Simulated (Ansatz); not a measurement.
# TiB2: pressure against volume, part 2 of 2

Aim: scale the cell of TiB2 up and down at fixed shape and fractional positions, and get the equilibrium volume and bulk modulus with LAPW, PAW and all-electron datasets made for the crystal.

Ansatz 0.2.0; DFT PBEsol; a database cell (COD). «Crystal datasets» are all-electron PAW datasets made for this crystal. Earlier steps stand in the parts before.

## (9) Volume × 1.01, PAW

Contents of input.yaml:

```yaml
crystal:
  lattice:
    - [3.0392620569, 0.0, 0.0]
    - [-1.5196310285, 2.6320781501, 0.0]
    - [0.0, 0.0, 3.2391256602]
  atoms:
    - { symbol: Ti, position: [0.0, 0.0, 0.0] }
    - { symbol: B, position: [0.3333333333, 0.6666666667, 0.5] }
    - { symbol: B, position: [0.6666666667, 0.3333333333, 0.5] }
kpoints:
  mp_grid: { grid: [14, 14, 11] }
scf:
  occupations: { method: fermi_dirac, width: 0.03 }
hamiltonian:
  xc: pbesol
  pseudopotentials: { kind: paw }
output:
  forces: true
  stress: true
  eigenvalues: true
  efg: { contact_densities: true }
```

Launch:

```
$ ansatz run input.yaml --threads 1 --pin off --max-ram 4096MiB --backend cpu --events-out ev --progress --plain --runs-dir out
```

The program printed, shortened:

```text
[...]
Pseudopotentials: kind: paw
Pseudopotential: Ti, paw, valence charge 12, recommended cutoff 420 eV (normal)
Pseudopotential: B, paw, valence charge 3, recommended cutoff 420 eV (normal)
Functional definition: PBEsol
[...]
Crystal: 3 atoms, lattice volume = 25.912 Å³
Basis set: ecut = 420 eV, 503 PW (Γ), exchange–correlation on 48×48×48 points (8 copies of the dense FFT grid, shifted against one another)
Bands: 13, of which v1, the nominal top of the filled ones, is band 9 counted from 1 (8 counted from 0)
Symmetry: 24 space group operations
Space group: P6/mmm (ITA 191), of the structure as read, at distance tolerance 3.0e-5 Å
k-points: 144 of 2156
[...]
SCF iter   1: F=—  HF=-2782.606828 eV  |F-HF|=—  |Δ(HF+E_count)|=         —  Δρ=6.42e-3  dr2=8.58e-3  ethr=1.77e-3  ⟨swp⟩=4.4  Hψ=8815  notcnv=0
[...]
--- Stress (GPa, compression-positive) ---
       -6.803675       0.000000      -0.000000
        0.000000      -6.803675      -0.000000
       -0.000000      -0.000000      -9.085413
  P = ⅓ Tr σ = -7.5643 GPa (-75.643 kbar)
--- PAW observables at the nuclei: V_zz in 10²¹ V/m², potentials from the cell's mean, atoms counted from 1 ---
  atom   1  Ti V_zz =    +2.049869   η = 0.0000   by run symmetry: allowed
            electrostatic potential = -2532.558482 V   contact ρ = 56636.442057 e/Å³
  atom   2  B  V_zz =    +0.302885   η = 0.0000   by run symmetry: allowed
            electrostatic potential = -331.177679 V   contact ρ = 481.479601 e/Å³
  atom   3  B  V_zz =    +0.302885   η = 0.0000   by run symmetry: allowed
            electrostatic potential = -331.177679 V   contact ρ = 481.479601 e/Å³
--- Band table (eV; the first three rows and the last of 144) ---
  k-point 0: bands = ["-41.7766", "-18.2414", "-17.9284", "-17.9284", "1.4921", "12.3400", "12.3400", "12.6125", "12.7909", "16.7923", "16.7923", "18.5543", "18.5543"]
[...]
```

Run time: 3 s. Hardware: 1 thread of Intel Xeon Platinum 8488C (Sapphire Rapids), shared host; peak memory 0.42 GiB.

This run gives: pressure -7.56 GPa; no gap; Vzz Ti1 2.05 (η = 0.00), B2 0.30 (η = 0.00) (10²¹ V/m²).

## (10) Volume × 1.01, crystal datasets

Changes to input.yaml since step 9:

```diff
@@ -15,3 +15,3 @@
   xc: pbesol
-  pseudopotentials: { kind: paw }
+  pseudopotentials: { kind: all_electron, datasets: crystal }
 output:
```

Launch:

```
$ ansatz run input.yaml --threads 1 --pin off --max-ram 4096MiB --backend cpu --events-out ev --progress --plain --runs-dir out
```

The program printed, shortened:

```text
[...]
Pseudopotentials: kind: all_electron
Pseudopotential: Ti, paw, valence charge 12, recommended cutoff 360 eV (normal), Koelling and Harmon's equation, gaussian nucleus
Pseudopotential: B, paw, valence charge 3, recommended cutoff 360 eV (normal), Koelling and Harmon's equation, gaussian nucleus
Functional definition: PBEsol
[...]
Crystal: 3 atoms, lattice volume = 25.912 Å³
Basis set: ecut = 360 eV, 395 PW (Γ), exchange–correlation on 40×40×48 points (8 copies of the dense FFT grid, shifted against one another)
Bands: 9, of which v1, the nominal top of the filled ones, is band 5 counted from 1 (4 counted from 0)
Symmetry: 24 space group operations
Space group: P6/mmm (ITA 191), of the structure as read, at distance tolerance 3.0e-5 Å
k-points: 144 of 2156
[...]
--- Stress (GPa, compression-positive) ---
       -6.854644      -0.000000      -0.000000
        0.000000      -6.854644      -0.000000
       -0.000000      -0.000000      -9.071337
  P = ⅓ Tr σ = -7.5935 GPa (-75.935 kbar)
  It holds what live shells' own plane waves past their cutoff add
--- PAW observables at the nuclei: V_zz in 10²¹ V/m², potentials from the cell's mean, atoms counted from 1 ---
  atom   1  Ti V_zz =    +2.133447   η = 0.0000   by run symmetry: allowed
            electrostatic potential = -2531.086799 V   contact ρ = 56683.421081 e/Å³
  atom   2  B  V_zz =    +0.333516   η = 0.0000   by run symmetry: allowed
            electrostatic potential = -330.420972 V   contact ρ = 481.503139 e/Å³
  atom   3  B  V_zz =    +0.333516   η = 0.0000   by run symmetry: allowed
            electrostatic potential = -330.420972 V   contact ρ = 481.503139 e/Å³
--- Band table (eV; the first three rows and the last of 144) ---
  k-point 0: bands = ["1.9450", "12.7907", "12.7907", "13.0640", "13.2428", "17.2444", "17.2444"]
[...]
```

It took 12 s on 1 thread of Intel Xeon Platinum 8488C (Sapphire Rapids), shared host; peak memory 0.61 GiB.

This run gives: pressure -7.59 GPa; no gap; Vzz Ti1 2.13 (η = 0.00), B2 0.33 (η = 0.00) (10²¹ V/m²).

## (11) Volume × 1.04, LAPW

Contents of input.yaml:

```yaml
crystal:
  lattice:
    - [3.069060644, 0.0, 0.0]
    - [-1.534530322, 2.6578844835, 0.0]
    - [0.0, 0.0, 3.2708838193]
  atoms:
    - { symbol: Ti, position: [0.0, 0.0, 0.0] }
    - { symbol: B, position: [0.3333333333, 0.6666666667, 0.5] }
    - { symbol: B, position: [0.6666666667, 0.3333333333, 0.5] }
kpoints:
  mp_grid: { grid: [14, 14, 11] }
  band_path:
    path:
      - [0.0, 0.0, 0.0]
      - [0.5, 0.0, 0.0]
      - [0.3333333333, 0.3333333333, 0.0]
      - [0.0, 0.0, 0.0]
      - [0.0, 0.0, 0.5]
      - [0.5, 0.0, 0.5]
      - [0.3333333333, 0.3333333333, 0.5]
      - [0.0, 0.0, 0.5]
      - [0.5, 0.0, 0.5]
    npoints: 5
scf:
  occupations: { method: fermi_dirac, width: 0.03 }
hamiltonian:
  xc: pbesol
  pseudopotentials: { kind: all_electron, lapw: { basis_error: 0.001 } }
output:
  forces: true
  stress: true
  eigenvalues: true
```

Launch:

```
$ ansatz run input.yaml --threads 1 --pin off --max-ram 4096MiB --backend cpu --events-out ev --progress --plain --runs-dir out
```

The program printed, shortened:

```text
LAPW: plane waves up to 8.908 Å⁻¹, error target 1.0e-3 eV per atom; small_component_spin mean_spin; B in spheres of 0.886 Å, 5 of its electrons in bands, Dirac shells []; Ti in spheres of 1.257 Å, 12 of its electrons in bands, Dirac shells []
[...]
Pseudopotentials: kind: all_electron
Pseudopotential: Ti, LAPW, valence charge 12, Koelling and Harmon's equation, gaussian nucleus
Pseudopotential: B, LAPW, valence charge 5, Koelling and Harmon's equation, gaussian nucleus
Functional definition: PBEsol
[...]
Crystal: 3 atoms, lattice volume = 26.681 Å³
Basis set: ecut = 302.3014261135898 eV, 327 PW (Γ), exchange–correlation at level 2
Bands: 15, of which v1, the nominal top of the filled ones, is band 11 counted from 1 (10 counted from 0)
Symmetry: 24 space group operations
Space group: P6/mmm (ITA 191), of the structure as read, at distance tolerance 3.0e-5 Å
k-points: 144 of 2156
[...]
NSCF: frozen V_eff on 41 k-points
SCF converged after 7 iterations
Free energy (F): -24556.789721 eV
[...]
E sigma→0 (E₀):  -24556.789148 eV
Entropy (-TS):   -0.001145 eV (-0.382 meV/atom)
Fermi energy:    14.919161 eV
[...]
--- Forces (eV/Å), atoms counted from 1 ---
  atom   1  Ti     0.00000000    -0.00000000     0.00000000
  atom   2  B      0.00000000    -0.00000000     0.00000000
  atom   3  B      0.00000000     0.00000000     0.00000000
[...]
--- Stress (GPa, compression-positive) ---
      -13.953560      -0.000000       0.000000
        0.000000     -13.953560       0.000000
        0.000000       0.000000     -14.546440
  P = ⅓ Tr σ = -14.1512 GPa (-141.512 kbar)
--- Band table (eV; the first three rows and the last of 144) ---
  k-point 0: bands = ["-157.1241", "-157.1094", "-41.8761", "-18.3325", "-18.0408", "-18.0408", "1.6293", "12.3754", "12.3754", "12.6006", "12.8344", "16.6833", "16.6833", "18.3934", "18.3934"]
[...]
```

Run time: 14 s. Hardware: 1 thread of Intel Xeon Platinum 8488C (Sapphire Rapids), shared host; peak memory 0.46 GiB.

Read from it: pressure -14.15 GPa; no gap.

## (12) Volume × 1.04, PAW

Contents of input.yaml:

```yaml
crystal:
  lattice:
    - [3.069060644, 0.0, 0.0]
    - [-1.534530322, 2.6578844835, 0.0]
    - [0.0, 0.0, 3.2708838193]
  atoms:
    - { symbol: Ti, position: [0.0, 0.0, 0.0] }
    - { symbol: B, position: [0.3333333333, 0.6666666667, 0.5] }
    - { symbol: B, position: [0.6666666667, 0.3333333333, 0.5] }
kpoints:
  mp_grid: { grid: [14, 14, 11] }
scf:
  occupations: { method: fermi_dirac, width: 0.03 }
hamiltonian:
  xc: pbesol
  pseudopotentials: { kind: paw }
output:
  forces: true
  stress: true
  eigenvalues: true
  efg: { contact_densities: true }
  write_density: true
  write_potential: true
  elf: true
  volumetric_format: npy
```

Launch:

```
$ ansatz run input.yaml --threads 1 --pin off --max-ram 4096MiB --backend cpu --events-out ev --progress --plain --runs-dir out
```

The program printed, shortened:

```text
[...]
Pseudopotentials: kind: paw
Pseudopotential: Ti, paw, valence charge 12, recommended cutoff 420 eV (normal)
Pseudopotential: B, paw, valence charge 3, recommended cutoff 420 eV (normal)
Functional definition: PBEsol
[...]
Crystal: 3 atoms, lattice volume = 26.681 Å³
Basis set: ecut = 420 eV, 551 PW (Γ), exchange–correlation on 48×48×48 points (8 copies of the dense FFT grid, shifted against one another)
Bands: 13, of which v1, the nominal top of the filled ones, is band 9 counted from 1 (8 counted from 0)
Symmetry: 24 space group operations
Space group: P6/mmm (ITA 191), of the structure as read, at distance tolerance 3.0e-5 Å
k-points: 144 of 2156
[...]
SCF iter   1: F=—  HF=-2782.554239 eV  |F-HF|=—  |Δ(HF+E_count)|=         —  Δρ=6.27e-3  dr2=8.38e-3  ethr=1.77e-3  ⟨swp⟩=4.4  Hψ=8789  notcnv=0
[...]
--- Stress (GPa, compression-positive) ---
      -13.907206       0.000000       0.000000
        0.000000     -13.907206       0.000000
        0.000000       0.000000     -14.556372
  P = ⅓ Tr σ = -14.1236 GPa (-141.236 kbar)
--- PAW observables at the nuclei: V_zz in 10²¹ V/m², potentials from the cell's mean, atoms counted from 1 ---
  atom   1  Ti V_zz =    +2.010715   η = 0.0000   by run symmetry: allowed
            electrostatic potential = -2531.941463 V   contact ρ = 56636.143766 e/Å³
  atom   2  B  V_zz =    +0.309137   η = 0.0000   by run symmetry: allowed
            electrostatic potential = -330.543843 V   contact ρ = 481.430719 e/Å³
  atom   3  B  V_zz =    +0.309137   η = 0.0000   by run symmetry: allowed
            electrostatic potential = -330.543843 V   contact ρ = 481.430719 e/Å³
--- Band table (eV; the first three rows and the last of 144) ---
  k-point 0: bands = ["-42.3137", "-18.7696", "-18.4760", "-18.4760", "1.1893", "11.9373", "11.9373", "12.1614", "12.3958", "16.2448", "16.2448", "17.9553", "17.9553"]
[...]
```

It took 3.6 s on 1 thread of Intel Xeon Platinum 8488C (Sapphire Rapids), shared host; peak memory 0.44 GiB.

Result: pressure -14.12 GPa; no gap; Vzz Ti1 2.01 (η = 0.00), B2 0.31 (η = 0.00) (10²¹ V/m²).

## (13) Volume × 1.04, crystal datasets

Changes to input.yaml since step 12:

```diff
@@ -15,3 +15,3 @@
   xc: pbesol
-  pseudopotentials: { kind: paw }
+  pseudopotentials: { kind: all_electron, datasets: crystal }
 output:
@@ -21,5 +21 @@
   efg: { contact_densities: true }
-  write_density: true
-  write_potential: true
-  elf: true
-  volumetric_format: npy
```

Launch:

```
$ ansatz run input.yaml --threads 1 --pin off --max-ram 4096MiB --backend cpu --events-out ev --progress --plain --runs-dir out
```

The program printed, shortened:

```text
[...]
Pseudopotentials: kind: all_electron
Pseudopotential: Ti, paw, valence charge 12, recommended cutoff 360 eV (normal), Koelling and Harmon's equation, gaussian nucleus
Pseudopotential: B, paw, valence charge 3, recommended cutoff 360 eV (normal), Koelling and Harmon's equation, gaussian nucleus
Functional definition: PBEsol
[...]
Crystal: 3 atoms, lattice volume = 26.681 Å³
Basis set: ecut = 360 eV, 407 PW (Γ), exchange–correlation on 40×40×48 points (8 copies of the dense FFT grid, shifted against one another)
Bands: 9, of which v1, the nominal top of the filled ones, is band 5 counted from 1 (4 counted from 0)
Symmetry: 24 space group operations
Space group: P6/mmm (ITA 191), of the structure as read, at distance tolerance 3.0e-5 Å
k-points: 144 of 2156
[...]
--- Stress (GPa, compression-positive) ---
      -13.956184      -0.000000       0.000000
        0.000000     -13.956184       0.000000
        0.000000       0.000000     -14.542846
  P = ⅓ Tr σ = -14.1517 GPa (-141.517 kbar)
  It holds what live shells' own plane waves past their cutoff add
--- PAW observables at the nuclei: V_zz in 10²¹ V/m², potentials from the cell's mean, atoms counted from 1 ---
  atom   1  Ti V_zz =    +2.092257   η = 0.0000   by run symmetry: allowed
            electrostatic potential = -2530.476617 V   contact ρ = 56683.120905 e/Å³
  atom   2  B  V_zz =    +0.335573   η = 0.0000   by run symmetry: allowed
            electrostatic potential = -329.804593 V   contact ρ = 481.453865 e/Å³
  atom   3  B  V_zz =    +0.335573   η = 0.0000   by run symmetry: allowed
            electrostatic potential = -329.804593 V   contact ρ = 481.453865 e/Å³
--- Band table (eV; the first three rows and the last of 144) ---
  k-point 0: bands = ["1.6293", "12.3753", "12.3753", "12.6006", "12.8346", "16.6836", "16.6836"]
[...]
```

It took 8.3 s on 1 thread of Intel Xeon Platinum 8488C (Sapphire Rapids), shared host; peak memory 0.56 GiB.

Read from it: pressure -14.15 GPa; no gap; Vzz Ti1 2.09 (η = 0.00), B2 0.34 (η = 0.00) (10²¹ V/m²).

## (14) The equation of state

| method | volume (Å³/atom) | F above the lowest (meV/atom) | pressure (GPa) | Vzz Ti1 (10²¹ V/m²) | Vzz B2 (10²¹ V/m²) |
| --- | --- | --- | --- | --- | --- |
| LAPW | 8.039 | 12.5 | 12.06 | – | – |
| LAPW | 8.381 | 0.0 | 0.01 | – | – |
| LAPW | 8.637 | 6.2 | -7.60 | – | – |
| LAPW | 8.894 | 23.8 | -14.15 | – | – |
| PAW | 8.039 | 12.5 | 12.10 | 2.15 | 0.29 |
| PAW | 8.381 | 0.0 | 0.04 | 2.09 | 0.30 |
| PAW | 8.637 | 6.2 | -7.56 | 2.05 | 0.30 |
| PAW | 8.894 | 23.7 | -14.12 | 2.01 | 0.31 |
| crystal datasets | 8.039 | – | 12.07 | 2.24 | 0.33 |
| crystal datasets | 8.381 | – | 0.01 | 2.18 | 0.33 |
| crystal datasets | 8.637 | – | -7.59 | 2.13 | 0.33 |
| crystal datasets | 8.894 | – | -14.15 | 2.09 | 0.34 |

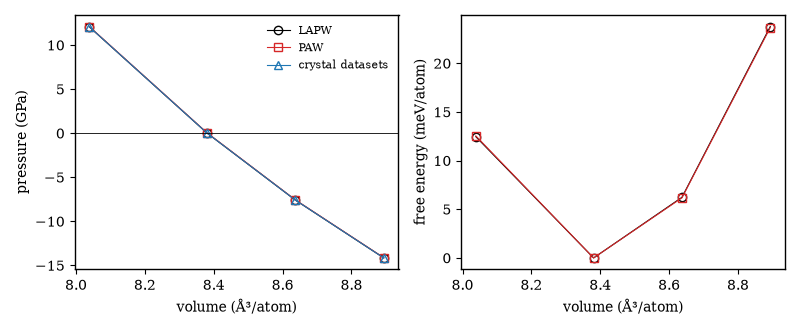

Pressure and free energy (from each method's lowest point) against volume.

## (15) Summary of results

This closing draws on all 2 parts.

| quantity | value |
| --- | --- |
| equilibrium volume (LAPW) | 8.381 Å³/atom |
| bulk modulus (LAPW) | 267 GPa |
| its pressure derivative (LAPW) | 3.8 |
| equilibrium volume (PAW) | 8.382 Å³/atom |
| bulk modulus (PAW) | 267 GPa |
| its pressure derivative (PAW) | 3.8 |
| equilibrium volume (crystal datasets) | 8.381 Å³/atom |
| bulk modulus (crystal datasets) | 267 GPa |
| its pressure derivative (crystal datasets) | 3.8 |

**Reading.** A third-order Birch-Murnaghan fit to the LAPW pressures puts zero pressure at 8.38 Å³/atom, -2.0 % from the given cell, with a bulk modulus of 267 GPa. Shape and positions are held, so a fully relaxed modulus can be lower. PAW's volume lies +0.01 % and its modulus less than 0.1 % from LAPW's. No thermal or zero-point expansion is included.
